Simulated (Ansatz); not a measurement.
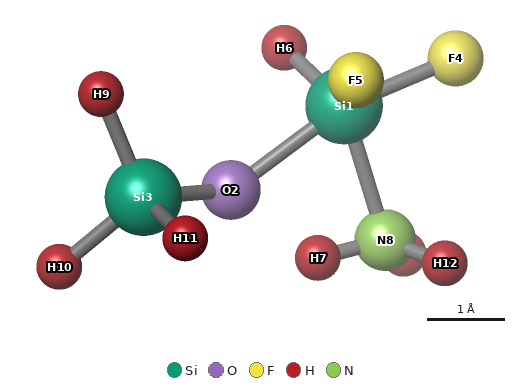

Figure 1. The structure as given in the input (ball-and-stick view, seen at a tilt; atoms are numbered from 1 in the order of the input).

**Geometry relaxation of Si2NH7OF2 (part 1 of 2)**

System: Si2NH7OF2.
Method: RKS PBE0-D4/def2-TZVP (Ansatz 0.2.0).

The geometry is a transition state displaced along its imaginary mode. The reaction was set up to form Si1–N8 and O2–H7 and to break Si1–O2 and H7–N8 (atoms counted from 1 in the order of the input); sticks are drawn by distance alone. Figures and captions count atoms from 1; the log counts them from 0 in places.

### What the program printed
```
Functional definition: PBE0
  name "PBE0"
  cite "Adamo & Barone, J. Chem. Phys. 110, 6158 (1999) doi:10.1063/1.478522"
  cite "Perdew, Burke & Ernzerhof, Phys. Rev. Lett. 77, 3865 (1996) doi:10.1103/PhysRevLett.77.3865"
  parent pbe
  parameter a = 0.25
  parameter kappa = 0.804
  parameter beta = 0.06672455060314922
  exchange = (1 - a)*pbe_x(kappa = kappa, mu = beta*pi^2/3) + a*exact_x
  correlation = pbe_c(beta = beta)
1462 factors; their error is unknown
mean field evaluation 1: about -24823.8841 eV, gradient 8.0e1 eV
mean field evaluation 2: about -24810.4257 eV, gradient 1.2e2 eV
mean field evaluation 4: about -24833.6925 eV, gradient 5.6e0 eV
mean field evaluation 8: about -24833.8302 eV, gradient 3.2e-1 eV
mean field evaluation 16: about -24833.8303 eV, gradient 5.2e-5 eV
mean field -24833.83032900 eV, -912.6264316161 hartree, gradient 5.2e-5 eV, S^2 0.000000; 0 other end points of the search recorded, 0 dependent functions left out
the calculation of the forces begins
reference -24833.83036380 eV, -912.6264328950 hartree; 34, 34 occupied and 206, 206 virtual orbitals, 1462 factors
relax step   1: F+E_penalty+E_count = -24834.08097352 eV  Δ(F+E_penalty+E_count) = +0.000e0 eV  max|allowed force component| = 4.446e0 eV/Å  Δτ_max = 0.0000 Å  (27 SCF iters, accepted)
these checks for a lower state are left out or cut short: starts, cluster_reference, orbital_swaps, neighbouring_geometries, increment
1462 factors; their error is unknown
mean field -24834.18510373 eV, -912.6394693468 hartree, gradient 1.3e-5 eV, S^2 0.000000; 0 other end points of the search recorded, 0 dependent functions left out
[... from here on the field's lines of each further geometry are left out, up to the last ...]
relax step   2: F+E_penalty+E_count = -24834.43405613 eV  Δ(F+E_penalty+E_count) = -3.531e-1 eV  max|allowed force component| = 1.010e0 eV/Å  Δτ_max = 0.1104 Å  (31 SCF iters, accepted)
relax step   3: F+E_penalty+E_count = -24834.62866877 eV  Δ(F+E_penalty+E_count) = -1.946e-1 eV  max|allowed force component| = 9.198e-1 eV/Å  Δτ_max = 0.2000 Å  (29 SCF iters, accepted)
relax step   4: F+E_penalty+E_count = -24834.75632378 eV  Δ(F+E_penalty+E_count) = -1.277e-1 eV  max|allowed force component| = 1.173e0 eV/Å  Δτ_max = 0.1959 Å  (30 SCF iters, accepted)
relax step   5: F+E_penalty+E_count = -24834.80444670 eV  Δ(F+E_penalty+E_count) = -4.812e-2 eV  max|allowed force component| = 7.120e-1 eV/Å  Δτ_max = 0.2000 Å  (30 SCF iters, accepted)
relax step   6: F+E_penalty+E_count = -24834.82518213 eV  Δ(F+E_penalty+E_count) = -2.074e-2 eV  max|allowed force component| = 2.622e-1 eV/Å  Δτ_max = 0.0404 Å  (31 SCF iters, accepted)
relax step   7: F+E_penalty+E_count = -24834.82742262 eV  Δ(F+E_penalty+E_count) = -2.240e-3 eV  max|allowed force component| = 1.934e-1 eV/Å  Δτ_max = 0.0892 Å  (30 SCF iters, accepted)
relax step   8: F+E_penalty+E_count = -24834.84057251 eV  Δ(F+E_penalty+E_count) = -1.315e-2 eV  max|allowed force component| = 1.660e-1 eV/Å  Δτ_max = 0.1314 Å  (29 SCF iters, accepted)
relax step   9: F+E_penalty+E_count = -24834.85414742 eV  Δ(F+E_penalty+E_count) = -1.357e-2 eV  max|allowed force component| = 3.563e-1 eV/Å  Δτ_max = 0.1564 Å  (30 SCF iters, accepted)
relax step  10: F+E_penalty+E_count = -24834.87138614 eV  Δ(F+E_penalty+E_count) = -1.724e-2 eV  max|allowed force component| = 4.947e-1 eV/Å  Δτ_max = 0.1321 Å  (30 SCF iters, accepted)
relax step  11: F+E_penalty+E_count = -24834.92724424 eV  Δ(F+E_penalty+E_count) = -5.586e-2 eV  max|allowed force component| = 3.939e-1 eV/Å  Δτ_max = 0.2000 Å  (31 SCF iters, accepted)
relax step  12: F+E_penalty+E_count = -24834.95701898 eV  Δ(F+E_penalty+E_count) = -2.977e-2 eV  max|allowed force component| = 6.333e-1 eV/Å  Δτ_max = 0.1603 Å  (30 SCF iters, accepted)
relax step  13: F+E_penalty+E_count = -24835.01835844 eV  Δ(F+E_penalty+E_count) = -6.134e-2 eV  max|allowed force component| = 9.298e-1 eV/Å  Δτ_max = 0.1953 Å  (30 SCF iters, accepted)
relax step  14: F+E_penalty+E_count = -24835.13818033 eV  Δ(F+E_penalty+E_count) = -1.198e-1 eV  max|allowed force component| = 8.155e-1 eV/Å  Δτ_max = 0.2000 Å  (29 SCF iters, accepted)
relax step  15: F+E_penalty+E_count = -24835.23329717 eV  Δ(F+E_penalty+E_count) = -9.512e-2 eV  max|allowed force component| = 3.015e-1 eV/Å  Δτ_max = 0.1988 Å  (29 SCF iters, accepted)
relax step  16: F+E_penalty+E_count = -24835.22382788 eV  Δ(F+E_penalty+E_count) = +9.469e-3 eV  max|allowed force component| = 6.715e-1 eV/Å  Δτ_max = 0.2000 Å  (30 SCF iters, rejected (line search))
relax step  17: F+E_penalty+E_count = -24835.25418182 eV  Δ(F+E_penalty+E_count) = -2.088e-2 eV  max|allowed force component| = 1.511e-1 eV/Å  Δτ_max = 0.0975 Å  (30 SCF iters, accepted)
relax step  18: F+E_penalty+E_count = -24835.26803795 eV  Δ(F+E_penalty+E_count) = -1.386e-2 eV  max|allowed force component| = 1.162e-1 eV/Å  Δτ_max = 0.1000 Å  (29 SCF iters, accepted)
relax step  19: F+E_penalty+E_count = -24835.27664720 eV  Δ(F+E_penalty+E_count) = -8.609e-3 eV  max|allowed force component| = 3.660e-1 eV/Å  Δτ_max = 0.1463 Å  (29 SCF iters, accepted)
relax step  20: F+E_penalty+E_count = -24835.29413775 eV  Δ(F+E_penalty+E_count) = -1.749e-2 eV  max|allowed force component| = 1.237e-1 eV/Å  Δτ_max = 0.1569 Å  (29 SCF iters, accepted)
relax step  21: F+E_penalty+E_count = -24835.28889857 eV  Δ(F+E_penalty+E_count) = +5.239e-3 eV  max|allowed force component| = 6.549e-1 eV/Å  Δτ_max = 0.1014 Å  (30 SCF iters, rejected (line search))
relax step  22: F+E_penalty+E_count = -24835.29767661 eV  Δ(F+E_penalty+E_count) = -3.539e-3 eV  max|allowed force component| = 4.280e-2 eV/Å  Δτ_max = 0.0501 Å  (30 SCF iters, accepted)
relax step  23: F+E_penalty+E_count = -24835.29887951 eV  Δ(F+E_penalty+E_count) = -1.203e-3 eV  max|allowed force component| = 2.045e-1 eV/Å  Δτ_max = 0.0980 Å  (30 SCF iters, accepted)
relax step  24: F+E_penalty+E_count = -24835.30120391 eV  Δ(F+E_penalty+E_count) = -2.324e-3 eV  max|allowed force component| = 6.179e-2 eV/Å  Δτ_max = 0.0114 Å  (32 SCF iters, accepted)
relax step  25: F+E_penalty+E_count = -24835.30239911 eV  Δ(F+E_penalty+E_count) = -1.195e-3 eV  max|allowed force component| = 1.081e-2 eV/Å  Δτ_max = 0.0473 Å  (30 SCF iters, accepted)
relax step  26: F+E_penalty+E_count = -24835.30266975 eV  Δ(F+E_penalty+E_count) = -2.706e-4 eV  max|allowed force component| = 5.620e-2 eV/Å  Δτ_max = 0.0566 Å  (30 SCF iters, accepted)
relax step  27: F+E_penalty+E_count = -24835.30280152 eV  Δ(F+E_penalty+E_count) = -1.318e-4 eV  max|allowed force component| = 1.770e-2 eV/Å  Δτ_max = 0.0053 Å  (33 SCF iters, accepted)
the calculation of the forces begins
reference -24835.05967425 eV, -912.6716092206 hartree; 34, 34 occupied and 206, 206 virtual orbitals, 1462 factors
relax step  28: F+E_penalty+E_count = -24835.30289865 eV  Δ(F+E_penalty+E_count) = -9.713e-5 eV  max|allowed force component| = 3.114e-3 eV/Å  Δτ_max = 0.0074 Å  (32 SCF iters, accepted)
1462 factors; their error is unknown
mean field evaluation 224: about -24835.0596 eV, gradient 4.7e-5 eV
```

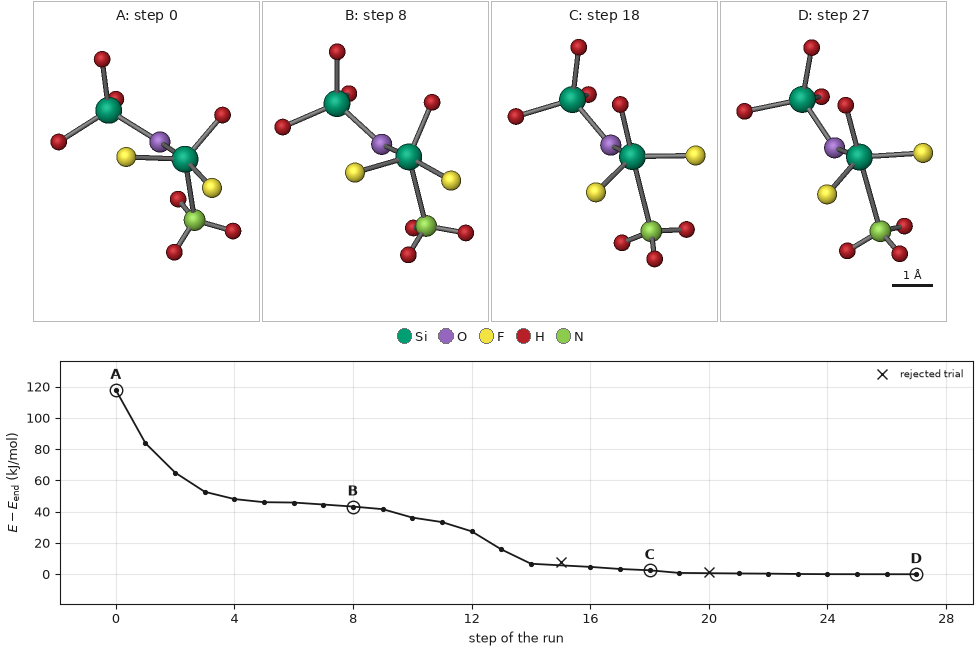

Figure 2. Frames of the relaxation (ball-and-stick view, seen at a tilt) above the curves, on which the letters mark them (the first geometry is step 0 here and step 1 in the log).

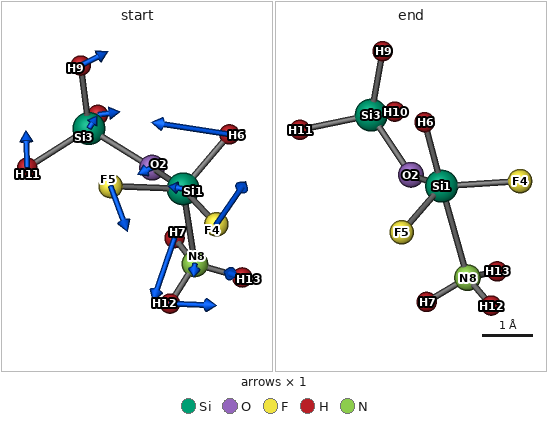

Figure 3. Before (left) and after (right) the relaxation, at one scale (ball-and-stick view, seen at a tilt). The blue arrows give the displacements, at true length. After 27 geometry steps the energy has fallen by 117.9 kJ/mol. The largest force component goes from 4.4 to 0.0031 eV/Å. The line search rejected the trial steps at points 15, 20 (counted from 0) and went back. The atom that moves furthest after the best rigid fit is H6 (1.73 Å). Largest moves by element: H 1.73 Å, F 1.63 Å, O 0.35 Å, Si 0.34 Å, N 0.32 Å. Among the contacts that change: Si1–O2 1.885 → 1.652 Å, Si1–N8 1.884 → 2.101 Å, H7–N8 0.959 → 1.013 Å, Si1–F4 1.649 → 1.616 Å. Among the angles that change: H6–Si1–N8 120.7° → 177.6°, O2–Si1–F4 165.7° → 118.4°, F5–Si1–N8 111.1° → 81.7°. (Atoms are counted from 1 in the order of the input.)

```
mean field -24835.05963877 eV, -912.6716079167 hartree, gradient 4.1e-5 eV, S^2 0.000000; 1 other end points of the search recorded, 0 dependent functions left out
the calculation of the forces begins
reference -24835.05967425 eV, -912.6716092206 hartree; 34, 34 occupied and 206, 206 virtual orbitals, 1462 factors
Total energy: -24835.30293413 eV, -912.6805488562 hartree
Atom 0 at    -0.521885     0.837234     0.391457 Å, force     0.001764     0.000708     0.001282 eV/Å
Atom 1 at    -0.025061    -0.552721    -0.351409 Å, force     0.000746     0.001402     0.001451 eV/Å
Atom 2 at    -0.768264    -1.743509    -1.203852 Å, force    -0.000258    -0.003114    -0.001475 eV/Å
Atom 3 at    -0.194028     2.250040    -0.320662 Å, force    -0.000324    -0.000666    -0.000076 eV/Å
Atom 4 at    -0.676957     0.835264     1.999778 Å, force     0.000419     0.000473    -0.000745 eV/Å
Atom 5 at    -1.973124     0.798816     0.065414 Å, force    -0.000377     0.000254    -0.000151 eV/Å
Atom 6 at     1.790528     0.157029     1.435935 Å, force    -0.000210     0.000235     0.000225 eV/Å
Atom 7 at     1.514019     0.967092     0.893365 Å, force    -0.000972     0.000060    -0.000692 eV/Å
Atom 8 at    -2.057535    -1.282707    -1.778282 Å, force    -0.000348     0.000259     0.000248 eV/Å
Atom 9 at     0.144718    -2.151816    -2.301755 Å, force    -0.000022     0.001179    -0.000069 eV/Å
Atom 10 at    -1.012381    -2.912224    -0.319415 Å, force    -0.000164    -0.000140    -0.000182 eV/Å
Atom 11 at     1.702458     1.801158     1.438028 Å, force    -0.000247    -0.000390    -0.000549 eV/Å
Atom 12 at     2.077512     0.996245     0.051499 Å, force    -0.000007    -0.000260     0.000733 eV/Å
Dipole moment:     0.895100    -0.100005     0.123997 e Å
```

### Trajectory as extended XYZ (Å, eV, eV/Å), 28 frames, from step=1 to step=28
```
13
Properties=species:S:1:pos:R:3:forces:R:3 step=1 energy=-24834.08097
Si   -0.4339    1.1825    0.2875   -0.1446  -0.5237  -0.1822
O     0.0327   -0.3929   -0.6359   -1.0977   0.1280  -0.2191
Si   -0.6471   -1.8584   -0.8658   -0.1835   0.0470   0.0508
F    -0.4363    2.5801    1.1623    0.1719  -0.3587  -0.2134
F    -1.3414    0.3578    1.3139   -0.0972   0.0394   0.0100
H    -0.8826    1.7842   -0.9650   -0.1468   0.0952  -0.1222
H     1.2673    0.0929    0.0839    0.9631  -3.6145  -1.9653
N     1.3978    0.8846    0.6091    0.7446   4.4456   2.9885
H    -2.0721   -1.6842   -1.2483   -0.0711  -0.1197  -0.0317
H     0.0605   -2.6107   -1.9453    0.0065   0.1387   0.0416
H    -0.5782   -2.7008    0.3689   -0.0038   0.0658  -0.0653
H     1.6129    0.7680    1.5973   -0.0714  -0.1559  -0.1900
H     2.0204    1.5968    0.2374   -0.0700  -0.1872  -0.1017
13
Properties=species:S:1:pos:R:3:forces:R:3 step=2 energy=-24834.43406
Si   -0.4209    1.1428    0.2739   -0.0496  -0.5757  -0.3894
O     0.0266   -0.4186   -0.6378   -0.5046   0.6216   0.2536
Si   -0.6952   -1.8630   -0.8759   -0.0139  -0.0263   0.0434
F    -0.4208    2.5450    1.1316    0.0383  -0.0918  -0.0550
F    -1.3276    0.3306    1.3119   -0.1029   0.0176   0.0597
H    -0.8963    1.7445   -0.9773   -0.0954   0.0557  -0.0338
H     1.3749    0.0710    0.0957    1.0103  -0.5971  -0.0878
N     1.4299    0.9386    0.6435   -0.1404   0.8445   0.4457
H    -2.1230   -1.7062   -1.2636   -0.0097  -0.0083  -0.0003
H     0.0219   -2.5921   -1.9599   -0.0125   0.0546  -0.0029
H    -0.6211   -2.7099    0.3510   -0.0370   0.0196  -0.0274
H     1.6278    0.8445    1.6347   -0.0510  -0.1808  -0.0720
H     2.0239    1.6727    0.2724   -0.0315  -0.1336  -0.1340
13
Properties=species:S:1:pos:R:3:forces:R:3 step=3 energy=-24834.62867
Si   -0.4425    1.0974    0.2542   -0.1928  -0.1140   0.1819
O    -0.0224   -0.3920   -0.5464   -0.6042  -0.9198  -0.4974
Si   -0.6905   -1.8599   -0.8806   -0.1853   0.5014   0.1202
F    -0.3873    2.5400    1.0618    0.1912  -0.0705  -0.1049
F    -1.3550    0.3946    1.3815    0.0303  -0.0519  -0.1462
H    -0.9888    1.6952   -0.9729   -0.1059   0.0707  -0.0649
H     1.5569    0.0148    0.1564    0.3685   0.7516   0.4725
N     1.4315    0.9294    0.6372    0.3075  -0.3002  -0.0517
H    -2.1079   -1.6919   -1.2916   -0.0485  -0.0564  -0.0429
H     0.0451   -2.5240   -1.9957    0.0639   0.0999   0.1105
H    -0.6620   -2.7383    0.3226    0.0801  -0.0155  -0.0532
H     1.6162    0.8712    1.6327    0.0318   0.0581   0.0559
H     2.0068    1.6633    0.2409    0.0635   0.0465   0.0202
13
Properties=species:S:1:pos:R:3:forces:R:3 step=4 energy=-24834.75632
Si   -0.4440    1.0475    0.2325   -0.3939   0.2377   0.3565
O    -0.0790   -0.4259   -0.5386    0.0869  -0.0767  -0.1614
Si   -0.7464   -1.8595   -0.8907   -0.1053  -0.2034  -0.0425
F    -0.3355    2.5076    1.0153    0.0993   0.0016  -0.0722
F    -1.3596    0.3970    1.3982    0.1587  -0.0008  -0.2340
H    -1.0394    1.6626   -0.9738   -0.0178  -0.0047   0.0149
H     1.7389    0.0341    0.2265   -0.1173   1.0891   0.5263
N     1.4530    0.9477    0.6484    0.5094  -1.1729  -0.4335
H    -2.1563   -1.6959   -1.3227   -0.0734  -0.0766  -0.0223
H     0.0397   -2.4873   -1.9910   -0.0398   0.0239   0.0219
H    -0.6823   -2.7618    0.2921   -0.0549  -0.0333  -0.0247
H     1.6118    0.9290    1.6517   -0.0322   0.1254   0.0114
H     1.9993    1.7048    0.2521   -0.0196   0.0905   0.0595
13
Properties=species:S:1:pos:R:3:forces:R:3 step=5 energy=-24834.80445
Si   -0.4469    1.0339    0.2221   -0.0676  -0.1798   0.1285
O    -0.0939   -0.4349   -0.5528   -0.0096  -0.2838  -0.1762
Si   -0.7771   -1.8730   -0.9059    0.0440   0.1493   0.0292
F    -0.2997    2.5017    0.9839    0.1711  -0.0709  -0.0666
F    -1.3313    0.3898    1.4092    0.0862   0.0542  -0.1104
H    -1.0832    1.6441   -0.9680   -0.0033   0.0102   0.0520
H     1.9241    0.0682    0.2937   -0.4049   0.7120   0.2582
N     1.4914    0.9346    0.6545    0.1279  -0.3536  -0.1215
H    -2.1865   -1.7077   -1.3407   -0.0659  -0.0437  -0.0190
H     0.0027   -2.5028   -2.0074   -0.0177   0.0151   0.0139
H    -0.7310   -2.7828    0.2717   -0.0258  -0.0101  -0.0084
H     1.5759    0.9748    1.6684    0.0823   0.0577  -0.0913
H     1.9553    1.7541    0.2715    0.0833  -0.0566   0.1116
13
Properties=species:S:1:pos:R:3:forces:R:3 step=6 energy=-24834.82518
Si   -0.4354    1.0219    0.2189    0.0102  -0.1779   0.0322
O    -0.0886   -0.4525   -0.5680    0.0595  -0.0106   0.0135
Si   -0.7901   -1.8835   -0.9154    0.0049   0.0926   0.0253
F    -0.2729    2.4908    0.9733   -0.0458   0.1066   0.0063
F    -1.3090    0.3761    1.4088    0.0503   0.0406  -0.0558
H    -1.0801    1.6353   -0.9631   -0.0213  -0.0093   0.0222
H     1.9189    0.1061    0.3069   -0.0814   0.2622   0.1241
N     1.4939    0.9616    0.6675    0.0575  -0.2395  -0.1100
H    -2.2045   -1.7274   -1.3477   -0.0103   0.0206  -0.0069
H    -0.0210   -2.5202   -2.0190   -0.0008   0.0061   0.0084
H    -0.7599   -2.7956    0.2614    0.0069   0.0059  -0.0030
H     1.5825    1.0052    1.6809   -0.0055  -0.0160  -0.0863
H     1.9662    1.7821    0.2956   -0.0241  -0.0814   0.0299
13
Properties=species:S:1:pos:R:3:forces:R:3 step=7 energy=-24834.82742
Si   -0.4255    1.0023    0.2144   -0.0977  -0.0749   0.0333
O    -0.0861   -0.4696   -0.5648    0.1863   0.0333   0.0470
Si   -0.8044   -1.8854   -0.9298   -0.0126   0.0369   0.0114
F    -0.2644    2.4977    0.9228    0.0231   0.0587  -0.0140
F    -1.2637    0.3786    1.4377    0.0483  -0.0121   0.0119
H    -1.1325    1.5840   -0.9453   -0.0227   0.0140  -0.0396
H     1.9894    0.1294    0.3565   -0.1862   0.1648   0.0374
N     1.5049    0.9676    0.6770    0.1141  -0.1934  -0.0775
H    -2.2129   -1.7072   -1.3712   -0.0193   0.0299  -0.0093
H    -0.0380   -2.5234   -2.0335    0.0077  -0.0037   0.0042
H    -0.7977   -2.8035    0.2416    0.0104  -0.0082   0.0017
H     1.5691    1.0332    1.6907   -0.0121   0.0145  -0.0496
H     1.9619    1.7964    0.3039   -0.0391  -0.0597   0.0431
13
Properties=species:S:1:pos:R:3:forces:R:3 step=8 energy=-24834.84057
Si   -0.4293    0.9911    0.2130    0.1660  -0.0851   0.0971
O    -0.0432   -0.4961   -0.5305   -0.0064   0.0857   0.0426
Si   -0.8049   -1.8809   -0.9384    0.0230   0.0883  -0.0070
F    -0.2682    2.5316    0.8253   -0.0413  -0.0432  -0.1127
F    -1.1585    0.3920    1.5153   -0.0789   0.0224  -0.0849
H    -1.2008    1.4999   -0.9528   -0.0241  -0.0827   0.1483
H     1.9732    0.1438    0.3511   -0.0561  -0.0089   0.0063
N     1.4949    0.9695    0.6957    0.0748   0.0701  -0.0846
H    -2.1994   -1.6267   -1.4003    0.0399  -0.0226   0.0142
H    -0.0343   -2.5246   -2.0363   -0.0241   0.0034  -0.0121
H    -0.8412   -2.8254    0.2126   -0.0282   0.0234  -0.0110
H     1.5726    1.0161    1.7081   -0.0783  -0.0246   0.0018
H     1.9392    1.8096    0.3373    0.0338  -0.0262   0.0019
13
Properties=species:S:1:pos:R:3:forces:R:3 step=9 energy=-24834.85415
Si   -0.4174    0.9692    0.2157   -0.0747   0.1136   0.1823
O     0.0018   -0.5216   -0.4972   -0.0218   0.0210   0.0145
Si   -0.8009   -1.8707   -0.9530   -0.1031   0.0780  -0.0149
F    -0.2737    2.5609    0.7155   -0.0120  -0.3563  -0.1917
F    -1.0625    0.4043    1.5848   -0.0177   0.1391  -0.2793
H    -1.2986    1.3808   -0.9261    0.0736  -0.1044   0.3243
H     1.9798    0.1552    0.3794    0.0074  -0.1236  -0.0368
N     1.4971    0.9806    0.7093    0.0743   0.2214  -0.0088
H    -2.1809   -1.5536   -1.4326    0.1053  -0.0207   0.0311
H    -0.0427   -2.5171   -2.0574   -0.0007   0.0016   0.0137
H    -0.9073   -2.8345    0.1808    0.0186   0.0543  -0.0546
H     1.5551    1.0279    1.7223   -0.0718  -0.0272   0.0408
H     1.9501    1.8185    0.3586    0.0226   0.0032  -0.0207
13
Properties=species:S:1:pos:R:3:forces:R:3 step=10 energy=-24834.87139
Si   -0.4054    0.9500    0.2195   -0.4235   0.2388   0.1895
O     0.0251   -0.5413   -0.4746    0.0097   0.0558  -0.0064
Si   -0.8087   -1.8604   -0.9680   -0.0383   0.0231   0.0075
F    -0.2674    2.5690    0.6373    0.0421  -0.4947  -0.2027
F    -1.0196    0.4186    1.6209    0.0999   0.1854  -0.3495
H    -1.3855    1.2972   -0.8720    0.1989  -0.1158   0.3618
H     1.9956    0.1549    0.4149   -0.0064  -0.0903  -0.0260
N     1.5079    0.9899    0.7146    0.0681   0.1707   0.0781
H    -2.1709   -1.4966   -1.4689    0.1359  -0.0424   0.0549
H    -0.0395   -2.5163   -2.0582   -0.0168   0.0210  -0.0276
H    -0.9405   -2.8410    0.1496   -0.0322   0.0848  -0.0586
H     1.5384    1.0562    1.7290   -0.0194  -0.0196  -0.0073
H     1.9707    1.8195    0.3561   -0.0180  -0.0166  -0.0136
```
